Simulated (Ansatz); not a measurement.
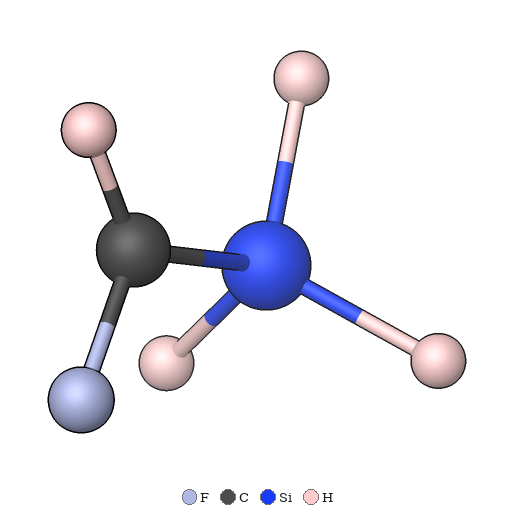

Ball-and-stick drawing of a structure. Every bond is drawn as one stick, whatever its order.

State: neutral, doublet. Computed geometry: PBE0-D4/def2-TZVP optimisation. No frequency run is at hand to confirm it as a minimum.

**Count the atoms of each element.**

CH4FSi, 7 atoms: 1 carbon, 4 hydrogen, 1 fluorine and 1 silicon.

**How many sets of symmetry-equivalent atoms are there?**

6: 1 F, 1 C, 1 Si, 1 H, 2 H, 1 H.

**What is the point group of this geometry?**

Cs.

**Count the bonded pairs by element.**

3 Si–H, 1 C–F, 1 C–Si, 1 C–H. Sticks follow a distance rule.

More results for the same structure follow; atom numbers are the same in all pictures, views and colours differ.

## Charges

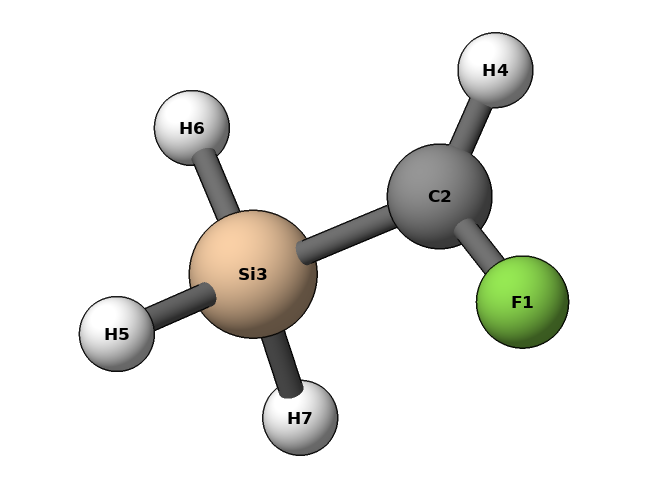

The questions are on Mulliken charges. No frequency run is at hand to confirm it as a minimum. Properties computed with UKS PBE0-D4/def2-TZVP (Ansatz 0.2.0).

List the Mulliken charges.

| atom | value (e) |
| --- | --- |
| F1 | −0.17 |
| C2 | −0.06 |
| Si3 | 0.14 |
| H4 | 0.13 |
| H5 | −0.01 |
| H6 | −0.02 |
| H7 | −0.01 |

## Dipole moment

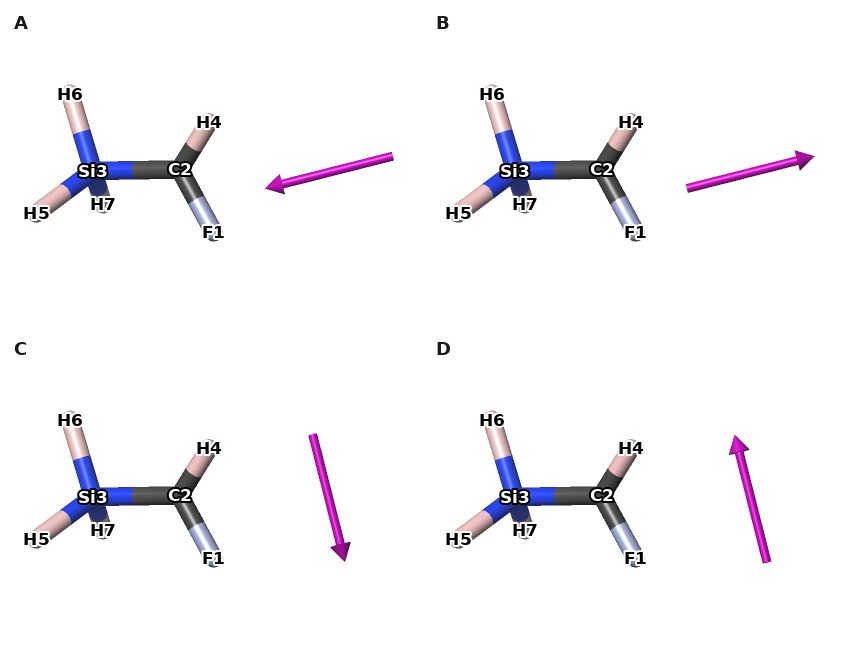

The same molecule four times, each with an arrow. No frequency run is at hand to confirm it as a minimum. Properties computed with UKS PBE0-D4/def2-TZVP (Ansatz 0.2.0).

**Which arrow points along the dipole moment, from the negative to the positive end?**

D. The dipole moment is 1.05 D; it points from the side of F1 to the side of H6 (the outermost atoms at the two ends).

## Electronic properties

No frequency run is at hand to confirm it as a minimum. Method: UKS PBE0-D4/def2-TZVPP (Ansatz 0.2.0).

Computed properties:

- HOMO energy (Kohn–Sham orbital): −6.48 eV
- ⟨S²⟩ of the determinant: 0.755
- dispersion correction: −7.6 kJ/mol

Mulliken values depend strongly on the basis set and can even reverse the polarity of a bond.
